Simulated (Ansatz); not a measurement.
## Run report: SiH6OF2, saddle-point search (part 2 of 2)

Continued. System: SiH6OF2. Method: RKS PBE-D4/def2-SVP (Ansatz 0.2.0). 

Geometry of the input (Å):
```
Si 0.7239  0.4455  -0.0108
H  -1.0491  0.3991  -0.1376
H  1.3032  -0.5572  -0.9052
H  1.2828  1.0211  1.2070
O  0.5604  1.7623  -0.9895
H  -0.6322  -1.5159  0.9572
F  0.3583  -1.1205  1.1405
H  -1.3830  -0.3687  0.1572
F  -1.8732  -1.6537  0.5787
H  0.3771  1.6826  -1.8793
```

```
saddle search: converged; its order check could not tell the order of the point: after 38 rotations it read +0.068 eV/Å² across the mode with a residual of 5.94e-2 eV/Å², and holds the second-lowest curvature to +0.068 eV/Å² at the most. That shows no second curvature under the negative of saddle.curvature_tol, and does not show that there is none
Total energy: -15436.19449273 eV, -567.2696845793 hartree
Atom 0 at     0.706584     0.399366     0.003727 Å, force     0.000392     0.000300    -0.000158 eV/Å
Atom 1 at    -0.992850     0.341046    -0.214184 Å, force    -0.000455    -0.001203     0.000119 eV/Å
Atom 2 at     1.237377    -0.689034    -0.879011 Å, force     0.000039     0.000199     0.000209 eV/Å
Atom 3 at     1.508534     0.978876     1.118325 Å, force    -0.000425    -0.000375    -0.000432 eV/Å
Atom 4 at     0.620459     1.822456    -0.917255 Å, force    -0.000623    -0.000089    -0.000991 eV/Å
Atom 5 at    -0.719322    -1.457622     1.013785 Å, force     0.000213     0.000594     0.000114 eV/Å
Atom 6 at     0.264805    -0.940491     1.330916 Å, force    -0.001200    -0.000535    -0.000661 eV/Å
Atom 7 at    -1.405096    -0.504881    -0.011392 Å, force     0.000573     0.000674     0.000117 eV/Å
Atom 8 at    -1.702097    -1.603313     0.440319 Å, force     0.000808     0.000400     0.000358 eV/Å
Atom 9 at     0.149874     1.748086    -1.766974 Å, force     0.000678     0.000035     0.001324 eV/Å
Dipole moment:    -0.135797     0.000096    -0.269188 e Å
```

Trajectory as extended XYZ (Å, eV, eV/Å), 11 of the 20 frames kept, from step=1 to step=20
```
10
Properties=species:S:1:pos:R:3:forces:R:3 step=1 energy=-15435.68589
Si    0.7239    0.4455   -0.0108   -0.7940  -0.9626  -0.0106
H    -1.0491    0.3991   -0.1376    0.2299   0.0697   0.1248
H     1.3032   -0.5572   -0.9052    0.3683  -0.4737  -0.2676
H     1.2828    1.0211    1.2070    0.1797   0.2747   0.3659
O     0.5604    1.7623   -0.9895    0.7825   1.4863   3.2489
H    -0.6322   -1.5159    0.9572   -1.6036  -0.5363  -0.2614
F     0.3583   -1.1205    1.1405    0.2829   0.1758   0.1373
H    -1.3830   -0.3687    0.1572   -0.6537  -0.7750   0.0783
F    -1.8732   -1.6537    0.5787    1.9742   1.1799   0.1189
H     0.3771    1.6826   -1.8793   -0.7662  -0.4387  -3.5346
10
Properties=species:S:1:pos:R:3:forces:R:3 step=3 energy=-15436.13626
Si    0.7063    0.4198   -0.0197   -0.5859  -0.8154   0.4878
H    -1.0584    0.4030   -0.1208    0.2216  -0.0412   0.0499
H     1.3184   -0.5912   -0.9103    0.1670  -0.2061  -0.2169
H     1.2771    1.0156    1.1990    0.1458   0.1805   0.1807
O     0.5636    1.7858   -0.9578    0.2029   0.8560   0.1374
H    -0.6912   -1.5229    0.9508   -0.1562  -0.1456   0.0517
F     0.3735   -1.1188    1.1621    0.2089   0.2933  -0.1086
H    -1.4354   -0.4081    0.1403   -0.0223  -0.0531  -0.0260
F    -1.7509   -1.5717    0.5681   -0.0291   0.0533  -0.0495
H     0.3652    1.6829   -1.8933   -0.1526  -0.1218  -0.5064
10
Properties=species:S:1:pos:R:3:forces:R:3 step=5 energy=-15436.17475
Si    0.6947    0.4141   -0.0182   -0.1767  -0.3245   0.2811
H    -1.0355    0.3866   -0.1103    0.0606  -0.0533  -0.0291
H     1.3189   -0.5970   -0.9290    0.0059  -0.0072  -0.0510
H     1.2952    1.0365    1.1902    0.0394   0.0117   0.0264
O     0.5844    1.8169   -0.9487   -0.0454   0.1872  -0.4431
H    -0.7130   -1.5438    0.9774   -0.0519   0.1146  -0.1050
F     0.3715   -1.0964    1.1633   -0.1621  -0.0021  -0.0602
H    -1.4407   -0.4339    0.1246    0.0316  -0.0077   0.0113
F    -1.7687   -1.5758    0.5629    0.2677   0.0579   0.0777
H     0.3615    1.6872   -1.8940    0.0310   0.0236   0.2920
10
Properties=species:S:1:pos:R:3:forces:R:3 step=7 energy=-15436.18475
Si    0.6848    0.4058   -0.0088    0.0375  -0.0225   0.0304
H    -1.0247    0.3741   -0.1283    0.0161   0.0121  -0.0308
H     1.3073   -0.5999   -0.9361   -0.0334   0.0265   0.0296
H     1.3048    1.0331    1.1934   -0.0091  -0.0209  -0.0351
O     0.5865    1.8212   -0.9454   -0.0036  -0.0181  -0.0450
H    -0.7124   -1.5275    0.9728    0.0498   0.0134   0.0187
F     0.3665   -1.0894    1.1728   -0.0345   0.0291  -0.0251
H    -1.4375   -0.4409    0.1152    0.0266   0.0016   0.0067
F    -1.7558   -1.5654    0.5639   -0.0355  -0.0222  -0.0162
H     0.3489    1.6836   -1.8812   -0.0140   0.0012   0.0669
10
Properties=species:S:1:pos:R:3:forces:R:3 step=9 energy=-15436.18669
Si    0.6897    0.4048   -0.0049    0.0052  -0.0033   0.0078
H    -1.0133    0.3693   -0.1539   -0.0328  -0.0695   0.0246
H     1.2941   -0.6084   -0.9292    0.0068  -0.0182  -0.0035
H     1.3318    1.0240    1.1860    0.0171   0.0096   0.0063
O     0.5902    1.8220   -0.9374    0.0132   0.0055  -0.0195
H    -0.7136   -1.5103    0.9757    0.0185  -0.0689   0.0483
F     0.3562   -1.0712    1.1943   -0.0761   0.0093  -0.0247
H    -1.4246   -0.4506    0.0997   -0.0259   0.0511  -0.0457
F    -1.7563   -1.5700    0.5497    0.0912   0.0707  -0.0081
H     0.3143    1.6849   -1.8617   -0.0173   0.0136   0.0145
10
Properties=species:S:1:pos:R:3:forces:R:3 step=11 energy=-15436.18953
Si    0.6954    0.4030   -0.0003   -0.0026   0.0334  -0.0112
H    -0.9994    0.3557   -0.1818   -0.0377   0.0052   0.0063
H     1.2774   -0.6240   -0.9192    0.0378  -0.0448  -0.0254
H     1.3741    1.0135    1.1734    0.0328   0.0185   0.0278
O     0.5977    1.8252   -0.9267   -0.0305  -0.0347  -0.1172
H    -0.7158   -1.5017    0.9901    0.0020   0.0087  -0.0028
F     0.3375   -1.0425    1.2255   -0.0342  -0.0120   0.0152
H    -1.4172   -0.4605    0.0647   -0.0094   0.0012   0.0007
F    -1.7456   -1.5659    0.5274    0.0119  -0.0242   0.0031
H     0.2642    1.6917   -1.8349    0.0300   0.0487   0.1034
10
Properties=species:S:1:pos:R:3:forces:R:3 step=12 energy=-15436.19049
Si    0.6988    0.4029    0.0000   -0.0162   0.0158   0.0064
H    -0.9968    0.3512   -0.1888   -0.0270   0.0261  -0.0028
H     1.2745   -0.6317   -0.9138    0.0379  -0.0442  -0.0279
H     1.3929    1.0095    1.1669    0.0326   0.0173   0.0260
O     0.6008    1.8255   -0.9245   -0.0374  -0.0290  -0.1237
H    -0.7177   -1.4971    0.9946    0.0019   0.0215  -0.0122
F     0.3280   -1.0304    1.2389   -0.0101  -0.0027   0.0179
H    -1.4161   -0.4654    0.0528   -0.0045  -0.0113   0.0100
F    -1.7416   -1.5684    0.5175   -0.0138  -0.0412   0.0011
H     0.2454    1.6984   -1.8254    0.0367   0.0476   0.1052
10
Properties=species:S:1:pos:R:3:forces:R:3 step=14 energy=-15436.19242
Si    0.7093    0.4023   -0.0042   -0.0512  -0.0407   0.0774
H    -0.9970    0.3385   -0.2027    0.0363   0.0294  -0.0398
H     1.2663   -0.6742   -0.8872   -0.0208   0.0287  -0.0141
H     1.4791    0.9897    1.1285    0.0024  -0.0022  -0.0043
O     0.6128    1.8275   -0.9203    0.1023  -0.0065   0.1638
H    -0.7267   -1.4737    1.0148    0.0403   0.0625  -0.0390
F     0.2807   -0.9665    1.2987    0.0042  -0.0253   0.0248
H    -1.4139   -0.4988    0.0072    0.0084   0.0105   0.0050
F    -1.7218   -1.5932    0.4674   -0.0192  -0.0449   0.0144
H     0.1795    1.7430   -1.7839   -0.1027  -0.0115  -0.1882
10
Properties=species:S:1:pos:R:3:forces:R:3 step=16 energy=-15436.19421
Si    0.7078    0.3994    0.0018   -0.0022   0.0097  -0.0013
H    -0.9915    0.3374   -0.2186   -0.0028  -0.0115   0.0066
H     1.2551   -0.6762   -0.8869   -0.0048   0.0015   0.0032
H     1.4891    0.9842    1.1286   -0.0035  -0.0020  -0.0067
O     0.6146    1.8249   -0.9164    0.0076  -0.0136   0.0025
H    -0.7217   -1.4626    1.0124   -0.0040  -0.0098   0.0040
F     0.2773   -0.9607    1.3111    0.0180   0.0174   0.0020
H    -1.4106   -0.4998   -0.0005    0.0047   0.0046   0.0002
F    -1.7166   -1.5938    0.4633   -0.0119  -0.0001  -0.0138
H     0.1648    1.7417   -1.7765   -0.0011   0.0039   0.0032
10
Properties=species:S:1:pos:R:3:forces:R:3 step=18 energy=-15436.19443
Si    0.7057    0.3999    0.0037    0.0002   0.0014   0.0008
H    -0.9946    0.3436   -0.2084    0.0023   0.0054  -0.0017
H     1.2408   -0.6840   -0.8820   -0.0006  -0.0004   0.0001
H     1.4977    0.9830    1.1233    0.0005   0.0004  -0.0008
O     0.6186    1.8223   -0.9187    0.0006  -0.0036   0.0009
H    -0.7186   -1.4622    1.0105    0.0004  -0.0002   0.0002
F     0.2714   -0.9497    1.3229   -0.0058   0.0000  -0.0029
H    -1.4069   -0.4999   -0.0042   -0.0003  -0.0031   0.0001
F    -1.7055   -1.6010    0.4455    0.0037  -0.0013   0.0027
H     0.1597    1.7425   -1.7743   -0.0009   0.0015   0.0007
10
Properties=species:S:1:pos:R:3:forces:R:3 step=20 energy=-15436.19446
Si    0.7066    0.3994    0.0037    0.0004   0.0003  -0.0002
H    -0.9929    0.3410   -0.2142   -0.0005  -0.0012   0.0001
H     1.2374   -0.6890   -0.8790    0.0000   0.0002   0.0002
H     1.5085    0.9789    1.1183   -0.0004  -0.0004  -0.0004
O     0.6205    1.8225   -0.9173   -0.0006  -0.0001  -0.0010
H    -0.7193   -1.4576    1.0138    0.0002   0.0006   0.0001
F     0.2648   -0.9405    1.3309   -0.0012  -0.0005  -0.0007
H    -1.4051   -0.5049   -0.0114    0.0006   0.0007   0.0001
F    -1.7021   -1.6033    0.4403    0.0008   0.0004   0.0004
H     0.1499    1.7481   -1.7670    0.0007   0.0000   0.0013
```

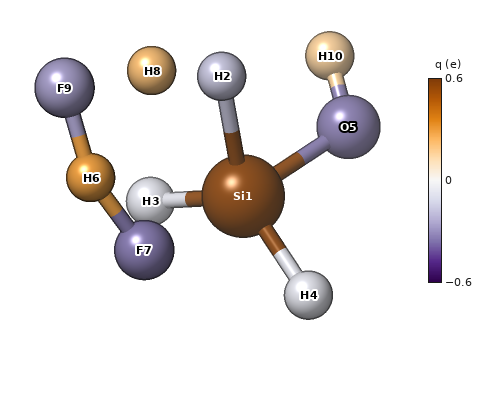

**Figure 1.** Mulliken charges, as the colour of each atom (ball-and-stick view, seen at a tilt; atoms are numbered from 1 in the order of the input). By element: Si +0.57, H −0.17 to +0.29, O −0.35 and F −0.34 to −0.26 e.

Key numbers

- outcome: converged
- total energy: −15436.1945 eV
- mean-field energy: −15436.0575 eV
- dispersion energy: −0.1370 eV
- largest force (length of the vector) at the end: 0.001 eV/Å
- dipole moment: 1.45 D
- hardware: 4 threads of Arm Neoverse V1, 23 GiB of memory available, shared host
- wall time: 67 s (CPU time 4 min)
- peak memory: 0.5 GiB

Notes

The program could not tell the order of the saddle point.
